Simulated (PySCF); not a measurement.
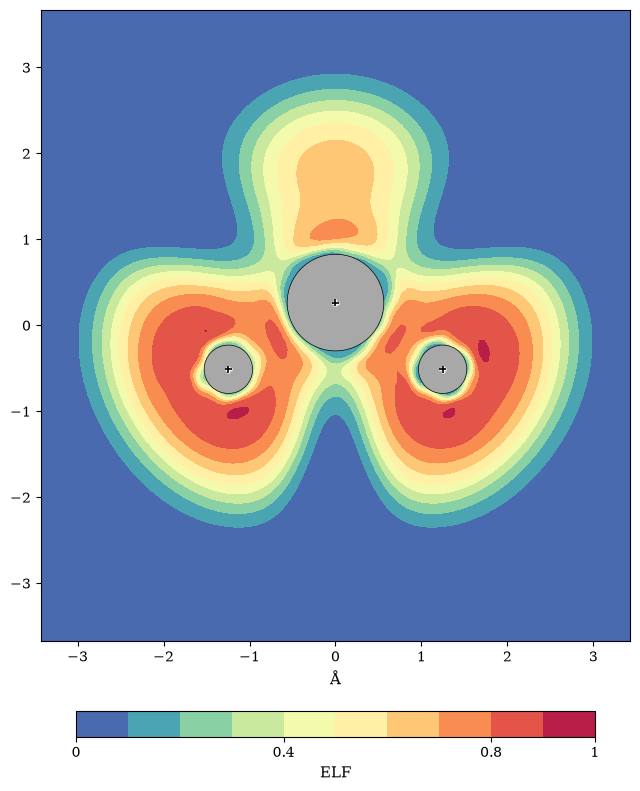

The ELF on a plane through atoms (crosses mark nuclei in the plane; grey discs cover the cores).

The calculation used PySCF 2.14.0, wB97M-D3(BJ)/def2-TZVPD, SCF density, gas phase.

Candidates:
A. BBrCl₃ (charge −1)
B. BrO₃S (charge −1)
C. BBrF₃ (charge −1)

Which candidate gave the map?

Candidate B: BrO₃S on the plane of atoms O1, S2 and O3, which holds O and S. S–O (1.47 Å): the ELF peaks at about 0.80 between the atoms; a polar covalent bond.
